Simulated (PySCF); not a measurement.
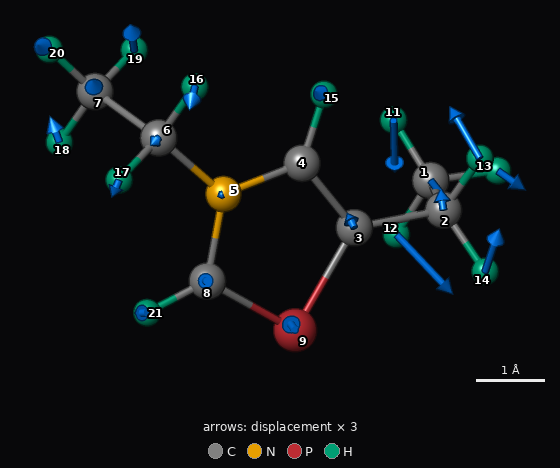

This is a relaxation of C₇H₁₂NP. The starting structure is drawn; blue arrows show the displacements, magnified 3 times. The two geometries are superimposed by the best rigid fit.

A ball-and-stick model, seen at a tilt.

The start comes from GFN2-xTB. Its atoms were then displaced at random by about 0.01 Å.

All numbers below come from PBE0-D3(BJ)/def2-SVP geometry optimisation, gas phase in PySCF. 

Q: Which element moves most?

A: Hydrogen: up to 0.41 Å, against 0.23 Å for carbon.

Q: Describe the change and its energy.

A: After 11 geometry steps the energy has fallen by 24.8 kJ/mol. The largest move after the best rigid fit is that of an H atom, 0.41 Å. Largest moves by element: H 0.41 Å, C 0.23 Å, P 0.17 Å, N 0.04 Å. Among the contacts that change: C–H 1.055 → 1.101 Å, C–N 1.324 → 1.369 Å, C–C 1.410 → 1.373 Å, C–P 1.757 → 1.784 Å. Bond angles that change, for instance: C–C–H 123.5° → 127.5°, N–C–H 122.3° → 118.7°, H–C–H 110.7° → 107.3°.
